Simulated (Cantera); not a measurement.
Feed: 1 mol PbS, a varied amount of H₂, 2.9 mol N₂, held at 1277 °C and 10.0 Torr.

Equilibrium computed with Cantera from the NASA thermochemical tables; the gas is ideal and each condensed phase is pure. Candidate condensed phases: Pb, PbS, S; 18 gas species. Rates play no part.

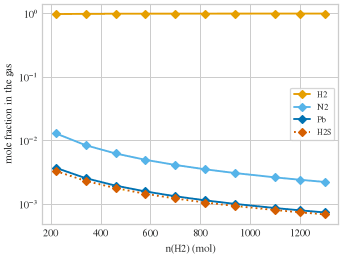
*Equilibrium gas composition (values under 1e-9 drawn at 1e-9)*

From 220 mol H₂ to 1300 mol H₂ nothing is condensed. The main Pb-bearing gas is Pb throughout.
